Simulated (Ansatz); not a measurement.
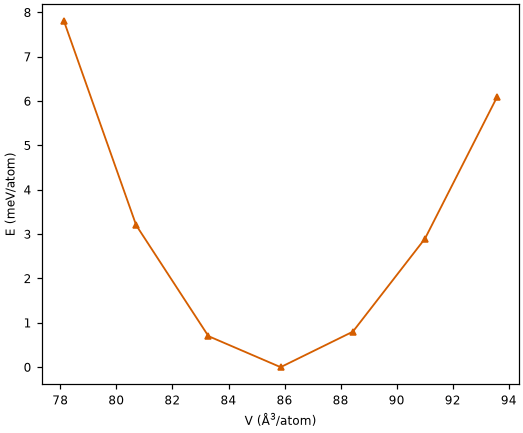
Figure. Rb (bcc (W type), Im-3m) under volume change, DFT-PBE+D3(BJ) in the program Ansatz with PAW potentials, scaled uniformly.

### Question
What does a third-order Birch–Murnaghan fit give for V₀, B₀ and B′?

### Answer
V₀ = 85.78 Å³/atom, B₀ = 3.2 GPa, B′ = 3.7.

Symmetry was held in the PBE+D3(BJ) relaxation. The pairwise dispersion correction was not fitted to metals.

Potentials: the earlier of the program's two PAW sets.
